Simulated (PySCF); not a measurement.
```xyz
10

P    -0.0160    0.1035    0.2929
H    -0.4060    1.3684   -0.2352
H     1.3407    0.2192   -0.1279
H    -0.4432   -0.6568   -0.8301
O    -1.2826   -2.0001    2.6027
H    -0.8555   -1.2206    2.2113
H    -0.5997   -2.4294    3.1249
O    -1.7136   -2.9927   -0.0149
H    -1.6684   -2.7932    0.9358
H    -2.3277   -3.7245   -0.0985
```

Geometry: PBE0-D3(BJ)/def2-SVPD.

The calculation used PySCF 2.14.0, wB97M-D3(BJ)/def2-TZVPD, SCF density, gas phase.

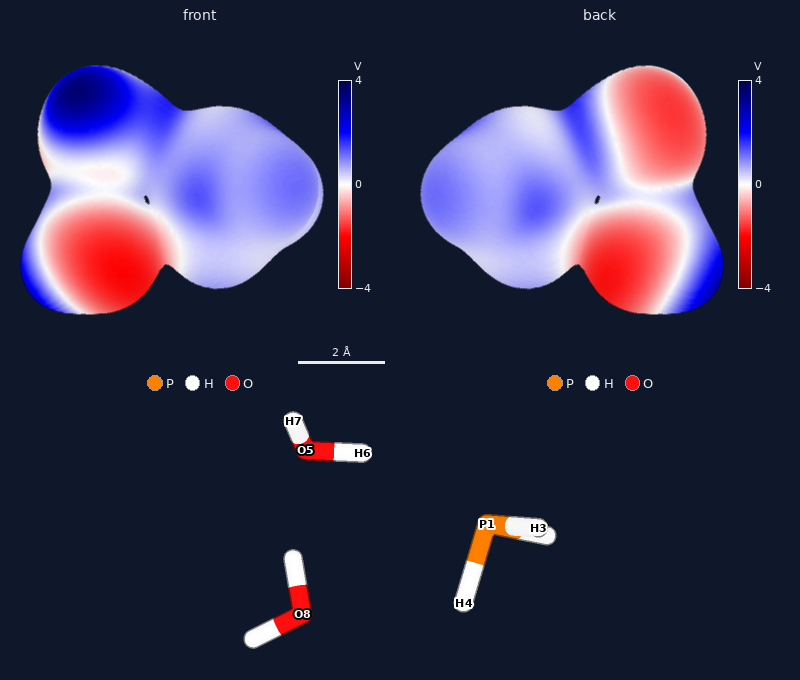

PH$_{3}$···H$_{2}$O···H$_{2}$O (SMILES P.O.O). The molecular electrostatic potential painted on the density surface at 0.004 e/bohr³, seen from the front and from behind; red is negative and blue positive. The bare structure is drawn below in the same view.

> Where is the surface potential most negative and most positive?

The most negative region (about −1.9 V) lies over O8, the most positive (about +3.4 V) over H7. O8 is the likeliest acceptor of a hydrogen bond.

> What dipole moment does the calculation give?

Its dipole moment is 1.51 D.
